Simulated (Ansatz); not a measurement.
```xyz
7

N    -0.4083   -1.4591    0.0256
C     0.0028   -0.3572   -0.3179
Si    0.8777    1.0908    0.4538
H    -0.8718   -2.0573   -0.6642
H     2.1264    1.2777   -0.3237
H    -0.0144    2.2595    0.2615
H     1.2001    0.9317    1.9001
```

Geometry: PBE0-D4/def2-TZVP.

All numbers below come from UKS PBE0-D4/def2-TZVPP in Ansatz 0.2.0.

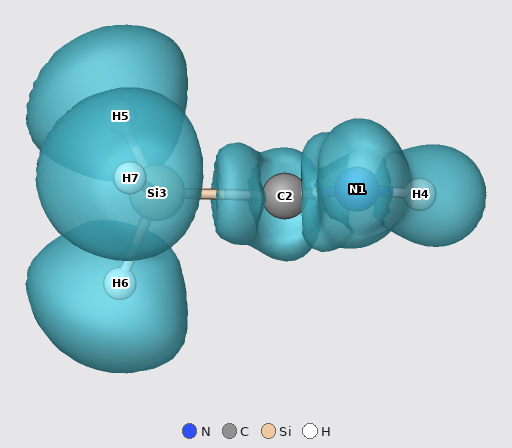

CH4NSi (doublet). Isosurface of the ELF at 0.75 (cyan), seen from one side. Only the valence region is drawn (cores and ρ < 0.01 e/Å³ removed).

Identify the bonds, lone pairs and shells in this picture.

The ELF exceeds this value in three regions around hydrogen nuclei, one region on C in which the atom's valence shell and bonds are merged and one joined region spread over several atoms (H, N), in which their bonds and any lone pairs are merged.

Values along the shortest contacts:
C–N (1.23 Å): the ELF peaks at about 0.90 between the atoms; a multiple bond. C–Si (1.86 Å): the ELF peaks at about 0.95 between the atoms, as expected for localised, covalent bonding.
